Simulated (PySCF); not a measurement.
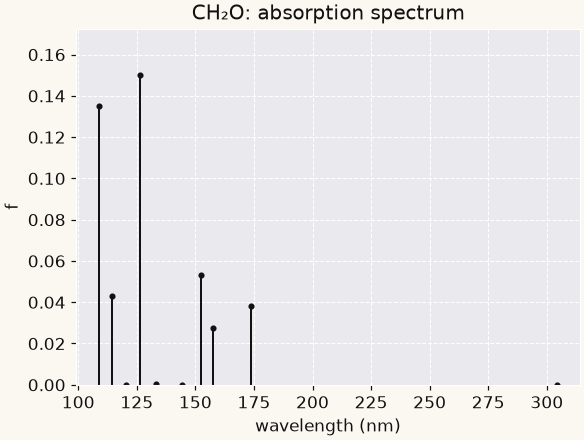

Computed absorption of CH₂O, SMILES C=O. Vertical TDDFT excitations, PBE0/6-31+G(d), PySCF, at a PBE0-D3(BJ)/def2-SVP geometry (no frequency check), gas phase. Only the first 10 singlet excitations are included.

Which of the computed transitions is the brightest, and what character does the calculation give it?

Answer. S7 at 9.81 eV (126 nm), f = 0.150, mainly HOMO−1 → LUMO (88 %).

List the transitions behind the spectrum.

Answer.
```csv
state,E (eV),λ (nm),f,main character
S1,4.07,304,0.000,HOMO → LUMO (99 %)
S2,7.14,174,0.038,HOMO → LUMO+1 (98 %)
S3,7.87,157,0.027,HOMO → LUMO+2 (98 %)
S4,8.15,152,0.053,HOMO → LUMO+3 (99 %)
S5,8.60,144,0.000,HOMO → LUMO+4 (99 %)
S6,9.30,133,0.001,HOMO−2 → LUMO (99 %)
S7,9.81,126,0.150,HOMO−1 → LUMO (88 %)
S8,10.29,120,0.000,HOMO−3 → LUMO (98 %)
S9,10.83,114,0.043,HOMO−1 → LUMO+1 (98 %)
S10,11.37,109,0.135,HOMO → LUMO+5 (94 %)
```

Note: states above the negative HOMO energy depend on the basis; core orbitals are frozen in the response.
